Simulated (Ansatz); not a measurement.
**SiNH4Cl: geometry relaxation**

SiNH4Cl, computed with RKS r2SCANh-D4/def2-SVP (Ansatz 0.2.0).

It belongs to a series of runs on one base structure; here: start relaxed. Figures and captions count atoms from 1; the log counts them from 0 in places.

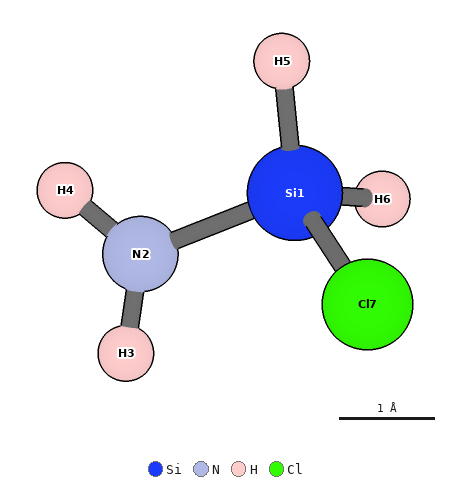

The input geometry (ball-and-stick view, seen at a tilt; atoms are numbered from 1 in the order of the input).

Key numbers

```tsv
quantity	value
outcome	converged
total energy	−21947.4386 eV
mean-field energy	−21947.4070 eV
largest force (length of the vector) at the end	0.012 eV/Å
hardware	2 threads of Intel Xeon @ 2.50GHz (Skylake/Cascade Lake), 32 GiB of memory available, shared host
wall time	17 s (CPU time 31 s)
peak memory	0.17 GiB
```

Input file
```yaml
crystal:
  periodic: [false, false, false]
  atoms:
    - { symbol: Si, position_ang: [0.0, 0.0, 0.0] }
    - { symbol: "N", position_ang: [0.0, 0.0, 1.82] }
    - { symbol: H, position_ang: [-0.877, -0.2713, 2.35] }
    - { symbol: H, position_ang: [0.877, 0.2713, 2.35] }
    - { symbol: H, position_ang: [1.3768, 0.0, -0.4862] }
    - { symbol: H, position_ang: [-0.6877, 1.1914, -0.4862] }
    - { symbol: Cl, position_ang: [-1.0032, -1.7381, -0.7093] }
basis:
  gaussian: { orbitals: def2-SVP }
hamiltonian:
  xc: r2scanh
  dispersion: d4
relax:
  f_tol: 0.02
  max_steps: 40
output:
  orbitals: {}
```

Launch command:
```bash
ansatz run input.yaml --threads 2 --pin off --max-ram 3072MiB --backend cpu --events-out ev --progress --plain --runs-dir out
```

What the program printed
```
The last accepted step is kept in [file] (removed where the run ends without a failure and the disk answers)
Engine: ansatz 0.2.0, x86_64-unknown-linux-gnu
Functional definition: r2SCANh
  parameter a = 0.1
  parameter k0 = 0.174
  parameter k1 = 0.065
  parameter a1 = 4.9479
  exchange = (1 - a)*r2scan_x(k0 = k0, k1 = k1, a1 = a1) + a*exact_x
  correlation = r2scan_c
725 factors; integrals over basis functions are off by at most 3.3e-4 eV
mean field evaluation 1: about -21942.1221 eV, gradient 4.9e1 eV
mean field evaluation 2: about -21930.0356 eV, gradient 8.2e1 eV
mean field evaluation 4: about -21946.9377 eV, gradient 2.1e0 eV
mean field evaluation 8: about -21946.9476 eV, gradient 1.7e-1 eV
mean field evaluation 16: about -21946.9477 eV, gradient 3.9e-5 eV
mean field -21946.94771274 eV, -806.5354522679 hartree, gradient 3.9e-5 eV, S^2 0.000000; 0 other end points of the search recorded, 0 dependent functions left out
the calculation of the forces begins
reference -21946.94772020 eV, -806.5354525419 hartree; 21, 21 occupied and 49, 49 virtual orbitals, 725 factors
relax step   1: F+E_penalty+E_count = -21946.97895591 eV  Δ(F+E_penalty+E_count) = +0.000e0 eV  max|allowed force component| = 2.762e0 eV/Å  Δτ_max = 0.0000 Å  (25 SCF iters, accepted)
these checks for a lower state are left out or cut short: starts, cluster_reference, orbital_swaps, neighbouring_geometries, increment
725 factors; integrals over basis functions are off by at most 3.6e-4 eV
mean field -21947.25860226 eV, -806.5468772468 hartree, gradient 8.6e-6 eV, S^2 0.000000; 0 other end points of the search recorded, 0 dependent functions left out
the calculation of the forces begins
reference -21947.25860965 eV, -806.5468775186 hartree; 21, 21 occupied and 49, 49 virtual orbitals, 725 factors
relax step   2: F+E_penalty+E_count = -21947.29013048 eV  Δ(F+E_penalty+E_count) = -3.112e-1 eV  max|allowed force component| = 1.301e0 eV/Å  Δτ_max = 0.1619 Å  (28 SCF iters, accepted)
these checks for a lower state are left out or cut short: starts, cluster_reference, orbital_swaps, neighbouring_geometries, increment
725 factors; integrals over basis functions are off by at most 3.7e-4 eV
mean field -21947.33944143 eV, -806.5498480315 hartree, gradient 2.4e-5 eV, S^2 0.000000; 0 other end points of the search recorded, 0 dependent functions left out
the calculation of the forces begins
reference -21947.33944878 eV, -806.5498483019 hartree; 21, 21 occupied and 49, 49 virtual orbitals, 725 factors
relax step   3: F+E_penalty+E_count = -21947.37106847 eV  Δ(F+E_penalty+E_count) = -8.094e-2 eV  max|allowed force component| = 4.069e-1 eV/Å  Δτ_max = 0.0944 Å  (27 SCF iters, accepted)
these checks for a lower state are left out or cut short: starts, cluster_reference, orbital_swaps, neighbouring_geometries, increment
725 factors; integrals over basis functions are off by at most 3.5e-4 eV
mean field evaluation 32: about -21947.3742 eV, gradient 2.3e-1 eV
mean field -21947.37461215 eV, -806.5511405318 hartree, gradient 1.9e-5 eV, S^2 0.000000; 0 other end points of the search recorded, 0 dependent functions left out
the calculation of the forces begins
reference -21947.37461952 eV, -806.5511408026 hartree; 21, 21 occupied and 49, 49 virtual orbitals, 725 factors
relax step   4: F+E_penalty+E_count = -21947.40623167 eV  Δ(F+E_penalty+E_count) = -3.516e-2 eV  max|allowed force component| = 3.859e-1 eV/Å  Δτ_max = 0.2000 Å  (26 SCF iters, accepted)
these checks for a lower state are left out or cut short: starts, cluster_reference, orbital_swaps, neighbouring_geometries, increment
725 factors; integrals over basis functions are off by at most 3.4e-4 eV
mean field -21947.38409200 eV, -806.5514889098 hartree, gradient 9.7e-6 eV, S^2 0.000000; 0 other end points of the search recorded, 0 dependent functions left out
the calculation of the forces begins
reference -21947.38409937 eV, -806.5514891807 hartree; 21, 21 occupied and 49, 49 virtual orbitals, 725 factors
relax step   5: F+E_penalty+E_count = -21947.41558542 eV  Δ(F+E_penalty+E_count) = -9.354e-3 eV  max|allowed force component| = 2.655e-1 eV/Å  Δτ_max = 0.0903 Å  (25 SCF iters, accepted)
these checks for a lower state are left out or cut short: starts, cluster_reference, orbital_swaps, neighbouring_geometries, increment
725 factors; integrals over basis functions are off by at most 3.6e-4 eV
mean field -21947.39607898 eV, -806.5519294230 hartree, gradient 2.1e-5 eV, S^2 0.000000; 0 other end points of the search recorded, 0 dependent functions left out
the calculation of the forces begins
reference -21947.39608628 eV, -806.5519296915 hartree; 21, 21 occupied and 49, 49 virtual orbitals, 725 factors
relax step   6: F+E_penalty+E_count = -21947.42759496 eV  Δ(F+E_penalty+E_count) = -1.201e-2 eV  max|allowed force component| = 1.957e-1 eV/Å  Δτ_max = 0.2000 Å  (26 SCF iters, accepted)
these checks for a lower state are left out or cut short: starts, cluster_reference, orbital_swaps, neighbouring_geometries, increment
725 factors; integrals over basis functions are off by at most 3.2e-4 eV
mean field -21947.40682076 eV, -806.5523241762 hartree, gradient 8.2e-5 eV, S^2 0.000000; 0 other end points of the search recorded, 0 dependent functions left out
the calculation of the forces begins
reference -21947.40682811 eV, -806.5523244466 hartree; 21, 21 occupied and 49, 49 virtual orbitals, 725 factors
relax step   7: F+E_penalty+E_count = -21947.43834322 eV  Δ(F+E_penalty+E_count) = -1.075e-2 eV  max|allowed force component| = 2.963e-2 eV/Å  Δτ_max = 0.0509 Å  (23 SCF iters, accepted)
these checks for a lower state are left out or cut short: starts, cluster_reference, orbital_swaps, neighbouring_geometries, increment
725 factors; integrals over basis functions are off by at most 3.2e-4 eV
mean field -21947.40702611 eV, -806.5523317226 hartree, gradient 8.2e-6 eV, S^2 0.000000; 0 other end points of the search recorded, 0 dependent functions left out
the calculation of the forces begins
reference -21947.40703346 eV, -806.5523319930 hartree; 21, 21 occupied and 49, 49 virtual orbitals, 725 factors
relax step   8: F+E_penalty+E_count = -21947.43854499 eV  Δ(F+E_penalty+E_count) = -2.018e-4 eV  max|allowed force component| = 1.014e-2 eV/Å  Δτ_max = 0.0075 Å  (21 SCF iters, accepted)
725 factors; integrals over basis functions are off by at most 3.2e-4 eV
mean field evaluation 64: about -21947.4070 eV, gradient 8.2e-6 eV
```

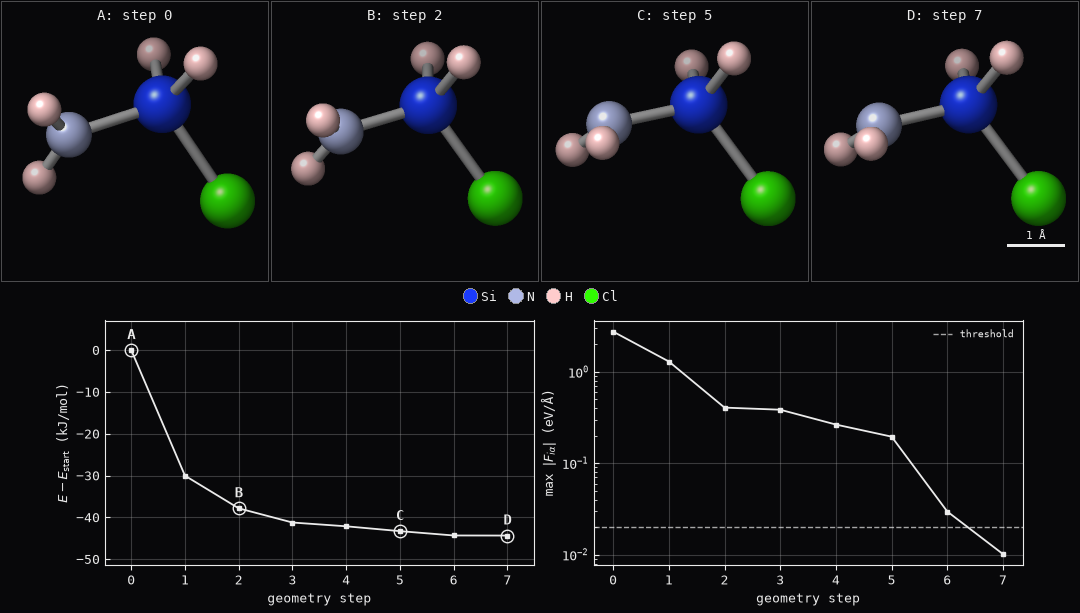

Frames of the relaxation (ball-and-stick view, seen at a tilt) above the curves, on which the letters mark them (the first geometry is step 0 here and step 1 in the log).

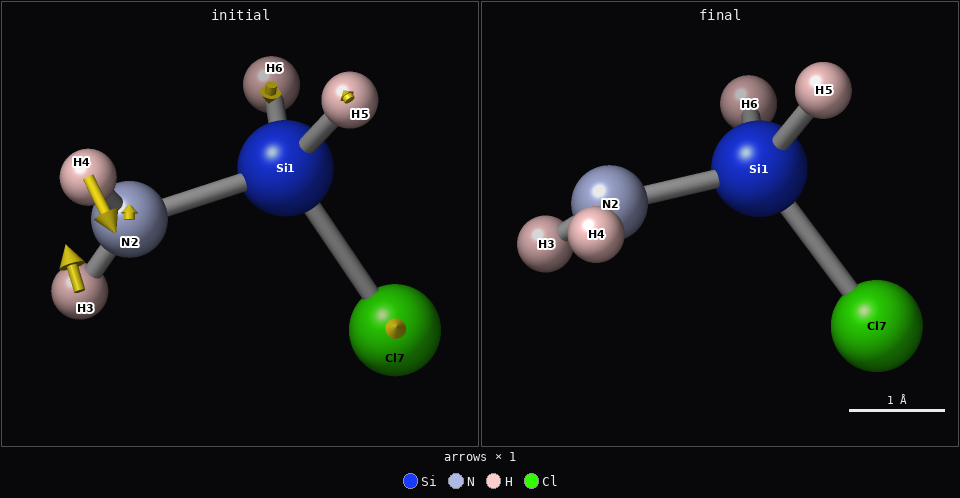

Before (left) and after (right) the relaxation, at one scale (ball-and-stick view, seen at a tilt). The yellow arrows give the displacements, at true length. The atom that moves furthest after the best rigid fit is H4 (0.67 Å). By element the largest moves are H 0.67 Å, Cl 0.24 Å, N 0.17 Å, Si 0.07 Å. Distances before and after: Si1–N2 1.820 → 1.711 Å, N2–H3 1.060 → 1.014 Å, Si1–Cl7 2.128 → 2.090 Å, Si1–H5 1.460 → 1.482 Å. Among the angles that change: H3–N2–H4 120.0° → 110.6°, N2–Si1–Cl7 109.5° → 115.1°, H5–Si1–H6 109.5° → 113.1°. Over 7 geometry steps the energy falls by 44.3 kJ/mol. The largest force component goes from 2.8 to 0.01 eV/Å. (Atoms are counted from 1 in the order of the input.)

```
mean field -21947.40702611 eV, -806.5523317226 hartree, gradient 8.2e-6 eV, S^2 0.000000; 1 other end points of the search recorded, 0 dependent functions left out
the calculation of the forces begins
reference -21947.40703346 eV, -806.5523319930 hartree; 21, 21 occupied and 49, 49 virtual orbitals, 725 factors
Total energy: -21947.43855235 eV, -806.5534902907 hartree
Atom 0 at    -0.010273     0.023541     0.061571 Å, force     0.003891    -0.010143     0.004891 eV/Å
Atom 1 at     0.055289     0.141728     1.767702 Å, force    -0.003973     0.000100    -0.000288 eV/Å
Atom 2 at    -0.799134     0.239648     2.304033 Å, force     0.000153     0.000988     0.000366 eV/Å
Atom 3 at     0.744423    -0.389648     2.287319 Å, force     0.000122    -0.000149     0.000384 eV/Å
Atom 4 at     1.370176     0.141230    -0.464291 Å, force     0.008602     0.001152    -0.004798 eV/Å
Atom 5 at    -0.916690     1.081258    -0.444403 Å, force    -0.007687     0.001811    -0.001529 eV/Å
Atom 6 at    -0.757892    -1.784457    -0.673632 Å, force    -0.001108     0.006240     0.000973 eV/Å
Dipole moment:     0.068676     0.158559     0.413427 e Å
```

Trajectory as extended XYZ (Å, eV, eV/Å), 8 frames, from step=1 to step=8
```
7
Properties=species:S:1:pos:R:3:forces:R:3 step=1 energy=-21946.97896
Si    0.0000    0.0000    0.0000   -0.5569  -0.7905   2.7619
N     0.0000    0.0000    1.8200    0.1101  -0.1071  -1.1331
H    -0.8770   -0.2713    2.3500    1.8859   0.6272  -0.6795
H     0.8770    0.2713    2.3500   -1.8786  -0.6950  -0.7006
H     1.3768    0.0000   -0.4862    0.4622  -0.0690  -0.0740
H    -0.6877    1.1914   -0.4862   -0.4251   0.2059  -0.4459
Cl   -1.0032   -1.7381   -0.7093    0.4024   0.8285   0.2713
7
Properties=species:S:1:pos:R:3:forces:R:3 step=2 energy=-21947.29013
Si    0.0023    0.0329    0.0406   -0.3801  -0.1998   1.3007
N     0.0058    0.0072    1.7989    0.4432   0.1966  -0.9708
H    -0.8469   -0.1803    2.3319    0.6089   0.1520  -0.0806
H     0.8817    0.1102    2.3356   -0.9744  -0.2036  -0.3403
H     1.4037    0.0239   -0.4272    0.1189   0.1076   0.0300
H    -0.7987    1.1290   -0.5750    0.1536   0.0342   0.1090
Cl   -0.9620   -1.6695   -0.6664    0.0300  -0.0870  -0.0479
7
Properties=species:S:1:pos:R:3:forces:R:3 step=3 energy=-21947.37107
Si   -0.0256    0.0145    0.0646    0.0825   0.2137  -0.2291
N     0.0018    0.0466    1.7650    0.3630   0.1122   0.0760
H    -0.8224   -0.1234    2.3195   -0.0369   0.0247   0.2533
H     0.8772    0.0300    2.2858   -0.4069  -0.1091  -0.1148
H     1.3934    0.0554   -0.3745   -0.0252  -0.0025  -0.0294
H    -0.7993    1.1317   -0.5562    0.0398  -0.1257   0.0977
Cl   -0.9391   -1.7016   -0.6660   -0.0163  -0.1131  -0.0537
7
Properties=species:S:1:pos:R:3:forces:R:3 step=4 energy=-21947.40623
Si   -0.0123    0.0311    0.0562   -0.1608  -0.0001  -0.0220
N     0.0002    0.0925    1.7603    0.3101   0.0830   0.3859
H    -0.8286    0.0228    2.3440    0.1186   0.0389  -0.1803
H     0.8405   -0.1663    2.2746   -0.2696   0.0134  -0.1415
H     1.3932    0.0956   -0.4173   -0.0151   0.0119   0.0588
H    -0.8465    1.1114   -0.5317    0.0286  -0.0225   0.0424
Cl   -0.8604   -1.7339   -0.6477   -0.0117  -0.1247  -0.1432
7
Properties=species:S:1:pos:R:3:forces:R:3 step=5 energy=-21947.41558
Si   -0.0273    0.0151    0.0689   -0.0331   0.0509  -0.1319
N     0.0105    0.1084    1.7731    0.2354  -0.0453   0.2655
H    -0.8096    0.1066    2.3707    0.0428   0.0238  -0.1510
H     0.8353   -0.2039    2.2828   -0.2418   0.0189  -0.1561
H     1.3706    0.0783   -0.4131    0.0777   0.0647   0.0621
H    -0.8720    1.0841   -0.5149   -0.0185   0.0557   0.0838
Cl   -0.8216   -1.7354   -0.7292   -0.0625  -0.1688   0.0276
7
Properties=species:S:1:pos:R:3:forces:R:3 step=6 energy=-21947.42760
Si   -0.0162    0.0207    0.0578    0.1233   0.1027   0.0681
N     0.0678    0.1630    1.7594   -0.0889  -0.0301  -0.0522
H    -0.7984    0.2232    2.2776   -0.0603  -0.0036   0.1828
H     0.7558   -0.3859    2.2597    0.0167  -0.0183   0.1009
H     1.3826    0.1370   -0.4114   -0.0018  -0.0171  -0.1957
H    -0.9298    1.0748   -0.4371    0.0121   0.0323  -0.0744
Cl   -0.7759   -1.7795   -0.6677   -0.0011  -0.0660  -0.0295
7
Properties=species:S:1:pos:R:3:forces:R:3 step=7 energy=-21947.43834
Si   -0.0091    0.0235    0.0614   -0.0267   0.0296  -0.0242
N     0.0548    0.1451    1.7670    0.0199  -0.0192   0.0128
H    -0.7982    0.2409    2.3059   -0.0089   0.0025  -0.0079
H     0.7423   -0.3936    2.2813    0.0051   0.0043   0.0193
H     1.3741    0.1420   -0.4613   -0.0245  -0.0044  -0.0015
H    -0.9199    1.0805   -0.4441    0.0262  -0.0214   0.0002
Cl   -0.7581   -1.7851   -0.6719    0.0089   0.0085   0.0014
7
Properties=species:S:1:pos:R:3:forces:R:3 step=8 energy=-21947.43855
Si   -0.0103    0.0235    0.0616    0.0039  -0.0101   0.0049
N     0.0553    0.1417    1.7677   -0.0040   0.0001  -0.0003
H    -0.7991    0.2396    2.3040    0.0002   0.0010   0.0004
H     0.7444   -0.3896    2.2873    0.0001  -0.0001   0.0004
H     1.3702    0.1412   -0.4643    0.0086   0.0012  -0.0048
H    -0.9167    1.0813   -0.4444   -0.0077   0.0018  -0.0015
Cl   -0.7579   -1.7845   -0.6736   -0.0011   0.0062   0.0010
```

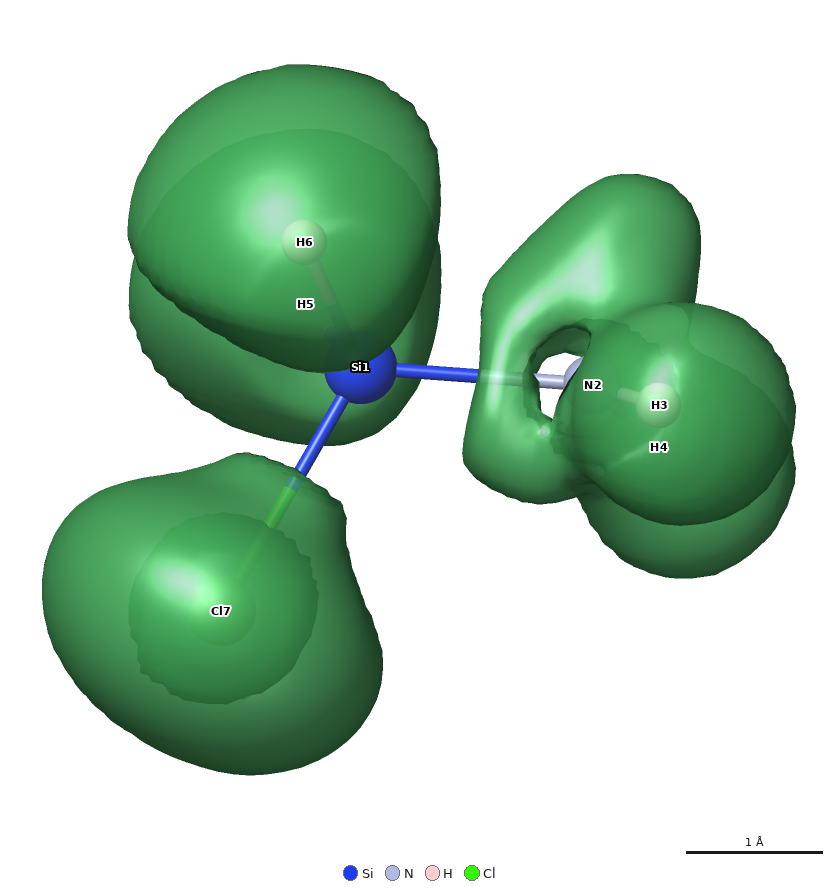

Isosurface of the ELF at 0.75 (green), seen from the side. Core shells and regions of very low density are left out. Values along the shortest contacts: Si–Cl (2.09 Å): the ELF peaks at about 0.90 between the atoms (a shared but strongly polarised pair).

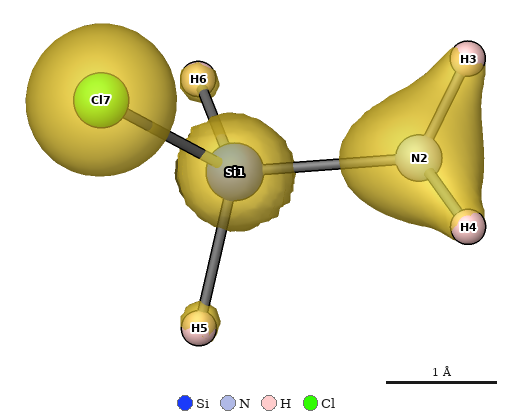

Isosurface of the electron density at 1.5 e/Å³ (yellow), seen at a tilt. At this value the surface falls into five separate pieces. It is pinched off along the Si–N (1.71 Å), Si–Cl (2.09 Å) and Si–H (1.48 Å) contacts. On the grid the lowest density along these lines, outside the cores, is 0.9 e/Å³ (Si–N, 1.71 Å), 0.58 e/Å³ (Si–Cl, 2.09 Å), 2.2 e/Å³ (N–H, 1.01 Å) and 0.78 e/Å³ (Si–H, 1.48 Å).
